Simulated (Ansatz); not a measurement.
The figure comes from a scan of PbSe (rock salt): volume and axial ratio are varied about the relaxed values (subscript 0). The numbers are results of PBEsol (plane waves to 420 eV, PAW, scalar-relativistic; Ansatz, an electronic-structure program), not measurements. k mesh 9×9×9 (Γ-centred), Fermi-Dirac smearing 0.05 eV. The energy includes the smearing's −TS. PbSe was relaxed with its symmetry unable to fall. Spin-orbit coupling is left out, though Pb is heavy. ΔE is measured from the relaxed starting cell.

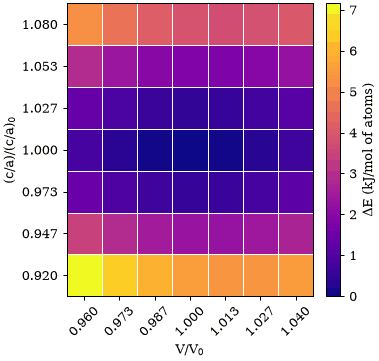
ΔE (kJ/mol of atoms), one tile a computed point.

Turn the plot into a table (rounded to what can be read).

To the nearest 1:

ΔE (kJ/mol of atoms), with V/V₀ across and (c/a)/(c/a)₀ down:

```csv
(c/a)/(c/a)₀ \ V/V₀,0.960,0.973,0.987,1.000,1.013,1.027,1.040
0.920,7,6,6,6,5,5,6
0.947,3,3,3,2,2,2,3
0.973,1,1,1,1,1,1,1
1.000,1,0,0,0,0,0,1
1.027,1,1,1,0,1,1,1
1.053,3,2,2,2,2,2,2
1.080,5,5,4,4,4,4,4
```

(A scan under strain: stresses follow from slopes of the energy per volume, elastic moduli from its curvatures.)
